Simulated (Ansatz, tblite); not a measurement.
**GeHMe2(SiH3) (C2H10GeSi): spin states and exact exchange**

Aim: set other spin states of GeHMe2(SiH3) (C2H10GeSi) against its singlet, on many levels of theory.

The runs use Ansatz 0.2.0, Gaussian basis; as each input shows.

Levels to be run: triplet, at the geometry of the singlet (GFN1-xTB, GFN2-xTB, PBE0-D4/def2-TZVP, PBE-D4/def2-TZVP, r2SCAN-D4/def2-TZVP); the singlet's energies come from earlier runs.

2 further runs of the same task are left out: 2 set aside as unsound or not needed.

## (1) The geometry

The geometry is that of the singlet, from an earlier relaxation (r2SCAN-D4/def2-SVP).

14 atoms, charge 0, spin multiplicity 1.

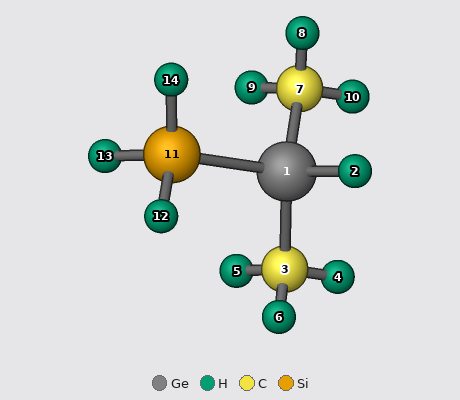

The geometry (germanium grey, hydrogen teal, carbon yellow, silicon amber); atoms are numbered from 1 in the order of the file.

## (2) Triplet at the fixed geometry, GFN1-xTB

Tight binding, by tblite at 300 K electronic temperature and without a spin-polarisation term:

```python
tblite.interface.Calculator('GFN1-xTB', numbers, positions, charge=0, uhf=2).singlepoint()
```

Energy -352.2390 eV; 0.024 s.

## (3) Triplet at the fixed geometry, GFN2-xTB

Tight binding, by tblite at 300 K electronic temperature and without a spin-polarisation term:

```python
tblite.interface.Calculator('GFN2-xTB', numbers, positions, charge=0, uhf=2).singlepoint()
```

Energy -349.3022 eV; 0.028 s.

## (4) Triplet at the fixed geometry, PBE0-D4/def2-TZVP

Input file in.yaml:

```yaml
crystal:
  periodic: [false, false, false]
  atoms:
    - {symbol: Ge, position_ang: [0.066293, 0.121172, 0.569660]}
    - {symbol: H, position_ang: [0.066574, 0.138742, 2.114717]}
    - {symbol: C, position_ang: [1.922522, 0.129362, -0.064654]}
    - {symbol: H, position_ang: [2.439885, 1.035646, 0.286452]}
    - {symbol: H, position_ang: [1.951355, 0.117336, -1.165010]}
    - {symbol: H, position_ang: [2.471584, -0.748944, 0.306320]}
    - {symbol: C, position_ang: [-0.852214, 1.727241, -0.082339]}
    - {symbol: H, position_ang: [-1.890403, 1.763897, 0.279940]}
    - {symbol: H, position_ang: [-0.868078, 1.739575, -1.182936]}
    - {symbol: H, position_ang: [-0.330535, 2.631531, 0.267520]}
    - {symbol: Si, position_ang: [-1.057103, -1.837274, -0.195788]}
    - {symbol: H, position_ang: [-0.391070, -3.080255, 0.306988]}
    - {symbol: H, position_ang: [-1.043643, -1.880339, -1.693599]}
    - {symbol: H, position_ang: [-2.485147, -1.857682, 0.252740]}
basis:
  gaussian: {orbitals: def2-TZVP}
magnetization: {spin_polarized: true, initial_magnetization: 2}
hamiltonian: {xc: pbe0, dispersion: d4}
scf: {omitted_lower_state_checks: [starts]}
output: {orbitals: {seedname: orbitals}}
```

Run with:

```sh
ansatz run in.yaml --threads 4 --pin off --events-out ev --progress --plain --max-ram 4787MiB
```

Standard output:

```text
Functional definition: PBE0
  name "PBE0"
  cite "Adamo & Barone, J. Chem. Phys. 110, 6158 (1999) doi:10.1063/1.478522"
  cite "Perdew, Burke & Ernzerhof, Phys. Rev. Lett. 77, 3865 (1996) doi:10.1103/PhysRevLett.77.3865"
  parent pbe
  parameter a = 0.25
  parameter kappa = 0.804
  parameter beta = 0.06672455060314922
  exchange = (1 - a)*pbe_x(kappa = kappa, mu = beta*pi^2/3) + a*exact_x
  correlation = pbe_c(beta = beta)
these checks for a lower state are left out or cut short: starts
1469 factors; their error is unknown
mean field evaluation 1: about -66604.2078 eV, gradient 4.9e1 eV
mean field evaluation 2: about -66591.7938 eV, gradient 6.2e1 eV
mean field evaluation 4: about -66614.5865 eV, gradient 3.8e0 eV
mean field evaluation 8: about -66614.6689 eV, gradient 1.9e-1 eV
mean field evaluation 16: about -66614.9614 eV, gradient 2.2e-3 eV
mean field evaluation 32: about -66614.9614 eV, gradient 1.3e-5 eV
mean field -66614.96137778 eV, -2448.0546773910 hartree, gradient 9.4e-6 eV, S^2 2.005273; 0 other end points of the search recorded, 0 dependent functions left out
reference -66614.96141988 eV, -2448.0546789378 hartree; 35, 33 occupied and 172, 174 virtual orbitals, 1469 factors
Total energy: -66615.20775343 eV, -2448.0637315288 hartree
Checks for a lower state left out: starts
```

Run time: 33 s. Hardware: 4 threads of Intel Xeon at 2.50GHz, shared host; peak memory 1.2 GiB.

From the report: HOMO -1.75 eV, LUMO -5.74 eV (over both spins; with the spin held, an empty level of the minority spin lies below the top filled one); ⟨S²⟩ 2.005 (pure: 2.00).

## (5) Triplet at the fixed geometry, PBE-D4/def2-TZVP

start.molden holds the orbitals of an earlier run on this state, given as this run's starting guess.

in.yaml, as its differences from that of step 4:

```diff
@@ -18,5 +18,5 @@
 basis:
-  gaussian: {orbitals: def2-TZVP}
+  gaussian: {orbitals: def2-TZVP, initial_orbitals: start.molden}
 magnetization: {spin_polarized: true, initial_magnetization: 2}
-hamiltonian: {xc: pbe0, dispersion: d4}
+hamiltonian: {xc: pbe, dispersion: d4}
 scf: {omitted_lower_state_checks: [starts]}
```

The command is unchanged.

Standard output:

```text
Functional definition: PBE
  name "PBE"
  cite "Perdew, Burke & Ernzerhof, Phys. Rev. Lett. 77, 3865 (1996) doi:10.1103/PhysRevLett.77.3865"
  parent pbe
  parameter kappa = 0.804
  parameter beta = 0.06672455060314922
  exchange = pbe_x(kappa = kappa, mu = beta*pi^2/3)
  correlation = pbe_c(beta = beta)
these checks for a lower state are left out or cut short: starts
1410 factors; their error is unknown
mean field evaluation 1: about -66612.1852 eV, gradient 8.2e0 eV
mean field evaluation 2: about -66612.3274 eV, gradient 2.1e-1 eV
mean field evaluation 4: about -66612.2829 eV, gradient 3.4e-3 eV
mean field evaluation 8: about -66612.2829 eV, gradient 2.6e-5 eV
mean field -66612.28286416 eV, -2447.9562438308 hartree, gradient 5.3e-6 eV, S^2 2.003704; 0 other end points of the search recorded, 0 dependent functions left out
reference -66612.28291953 eV, -2447.9562458658 hartree; 35, 33 occupied and 172, 174 virtual orbitals, 1410 factors
Total energy: -66612.56973573 eV, -2447.9667861668 hartree
Checks for a lower state left out: starts
```

It took 16 s on 4 threads of Intel Xeon at 2.50GHz, shared host.

From the report: HOMO -1.07 eV, LUMO -6.57 eV (over both spins; with the spin held, an empty level of the minority spin lies below the top filled one); ⟨S²⟩ 2.004 (pure: 2.00).

## (6) Triplet at the fixed geometry, r2SCAN-D4/def2-TZVP

in.yaml, as its differences from that of step 5:

```diff
@@ -20,3 +20,3 @@
 magnetization: {spin_polarized: true, initial_magnetization: 2}
-hamiltonian: {xc: pbe, dispersion: d4}
+hamiltonian: {xc: r2scan, dispersion: d4}
 scf: {omitted_lower_state_checks: [starts]}
```

The command is unchanged.

Standard output, shortened:

```text
Functional definition: r2SCAN
  name "r2SCAN"
  cite "Furness, Kaplan, Ning, Perdew & Sun, J. Phys. Chem. Lett. 11, 8208 (2020) doi:10.1021/acs.jpclett.0c02405"
  cite "Furness, Kaplan, Ning, Perdew & Sun, J. Phys. Chem. Lett. 11, 9248 (2020) doi:10.1021/acs.jpclett.0c03077"
  parent r2scan
[...]
1410 factors; their error is unknown
[...]
mean field -66625.92390558 eV, -2448.4575428569 hartree, gradient 7.0e-6 eV, S^2 2.007671; 0 other end points of the search recorded, 0 dependent functions left out
reference -66625.92392451 eV, -2448.4575435526 hartree; 35, 33 occupied and 172, 174 virtual orbitals, 1410 factors
Total energy: -66625.99767415 eV, -2448.4602538020 hartree
Checks for a lower state left out: starts
```

It took 29 s on 4 threads of Intel Xeon at 2.50GHz, shared host.

Report: HOMO -1.16 eV, LUMO -6.31 eV (over both spins; with the spin held, an empty level of the minority spin lies below the top filled one); ⟨S²⟩ 2.008 (pure: 2.00).

## (7) Triplet less singlet, vertical

The singlet's energies are those of its earlier runs, whose logs aren't repeated here.

```csv
level,"triplet less singlet, vertical (kcal/mol)",time
GFN1-xTB,+114.3,0.052 s
GFN2-xTB,+115.2,0.044 s
PBE-D4/def2-TZVP,+136.9,20 s
r2SCAN-D4/def2-TZVP,+139.7,35 s
PBE0-D4/def2-TZVP,+142.4,39 s
```

Times add the two runs; a level without a time comes out of a correlated run. Tight binding without a spin term can't rank spin states.

## (8) Summary of results

| quantity | value |
| --- | --- |
| triplet less singlet, vertical, functionals in def2-TZVP | +136.9 (PBE-D4) to +142.4 kcal/mol (PBE0-D4) |

In words: All functionals put the triplet above the singlet, over a spread of 5.5 kcal/mol. The checks for a lower triplet were left out, so another state of that spin may lie lower. These are electronic energies, without zero-point motion, entropy or surroundings.
